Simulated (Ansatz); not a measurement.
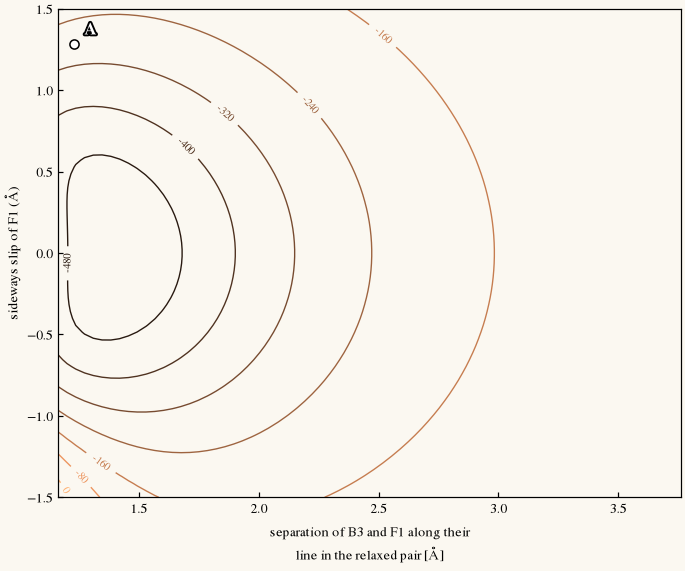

BCl3F, charge −1. The first coordinate is: separation of B3 and F1 along their line in the relaxed pair; the second: sideways slip of F1. Nothing is relaxed (both partners rigid). The grid has 15 × 15 points. Points are written as (first, second). All energies are given in kJ/mol relative to the ion and the molecule far apart, frozen as in the relaxed pair, each in its own basis (no counterpoise correction). Computed with RKS PBE-D4/def2-SVPD in Ansatz 0.2.0.

Drawn: contour lines labelled in kJ/mol, the point A. Between grid points the surface is interpolated.

> Which way does the force act at A, and how strong is it?

A, at (1.228 Å, 1.286 Å), is not a stationary point. The computed force is 92 kJ/mol for each Å towards larger values of the first coordinate and 280 kJ/mol for each Å towards smaller values of sideways slip of F1.
